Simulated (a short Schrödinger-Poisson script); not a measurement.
Structure: MOS inversion layer, HfO2 on p-type Si(111), at 300 K.

```
layer  material  thickness (nm)  Na (cm⁻³)
-----  --------  --------------  ---------
1          HfO2             6.7          -
2            Si             380     6.5e17
```

The device is made up for the run: typed textbook-type constants, with dimensions and the other settings drawn at random. HfO2: permittivity 22, conduction-band edge (eV) 1.55, gap (eV) 5.7, electron mass (mₑ) 0.2. Si: permittivity 11.7, conduction-band edge (eV) 0, gap (eV) 1.124, Nv at 300 K (cm⁻³) 3.1e19.

Channel valleys (confinement mass, in-plane density-of-states mass, number): Δ6 0.258, 0.358, 6. At the gate the conduction-band edge of layer 1 lies 1.77 eV − eVg above the Fermi level of the channel; the field vanishes at the back. Gaps are held at their typed values at every temperature. Mesh 0.03 nm at interfaces.

Solved with a short Schrödinger-Poisson script written for these runs: 1D Poisson equation in equilibrium, electrons quantum, Hartree (BenDaniel-Duke, 12 states a valley, the channel's in-plane mass for all, wave functions ending at the dielectric), parabolic valleys, classical holes, full ionisation, no traps, pinning or gate leakage.

Only gate voltages with over 1e8 electrons/cm² are shown.

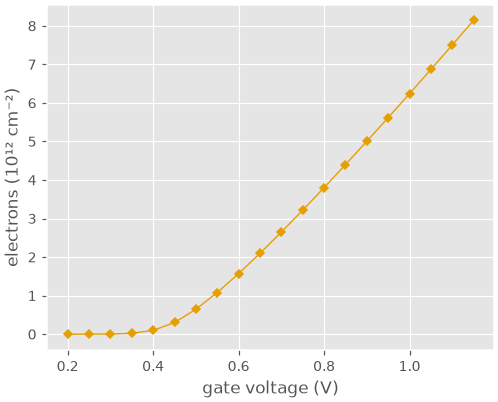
Figure. Sheet density against gate voltage

```
Vg (V)  electrons (cm⁻²)  C (μF/cm²)  Δ6 E0 (meV)  Δ6 E1 (meV)
------  ----------------  ----------  -----------  -----------
0.2               1.53e8       0.235        309.0        411.3
0.3               4.32e9       0.243        222.5        329.0
0.4              9.79e10       0.585        141.7        252.3
0.5              6.46e11        1.33         92.5        207.6
0.6              1.57e12        1.66         69.0        188.8
0.7              2.65e12        1.81         54.8        179.4
0.8              3.80e12        1.90         44.8        173.9
0.9              5.01e12        1.96         37.0        170.5
1                6.24e12        2.00         30.5        168.2
1.1              7.51e12        2.04         25.0        166.8
```

Subbands count from the Fermi level.
